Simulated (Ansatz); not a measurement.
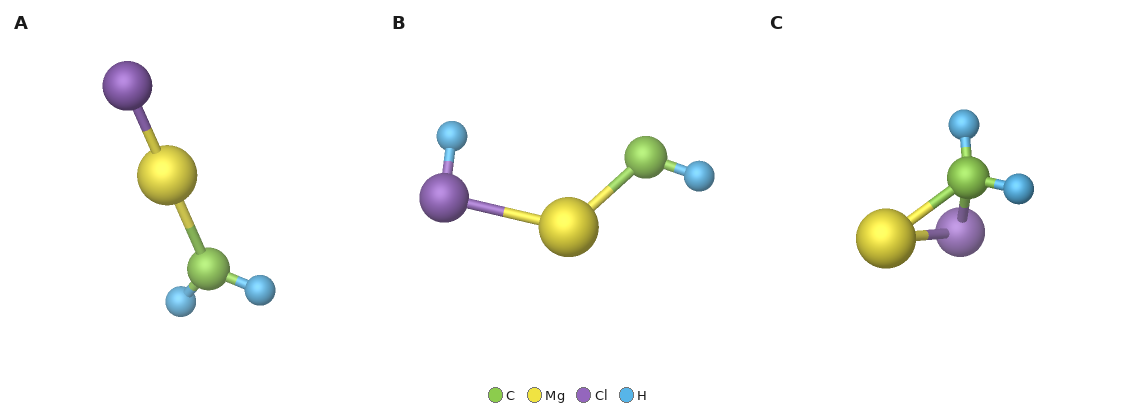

3 stationary structures of one formula. The species has charge +1 and is a spin singlet. Geometries: PBE0-D4/def2-TZVP. Electronic energies: RHF-CCSD(T) (frozen core)/def2-TZVPP (Ansatz 0.2.0), without zero-point energy. No frequency run is at hand to confirm each as a minimum.

Rank them by energy, lowest first.

C is lowest (Cs); A lies 66.7 kJ/mol above it, B lies 331.0 kJ/mol above it (Cs).
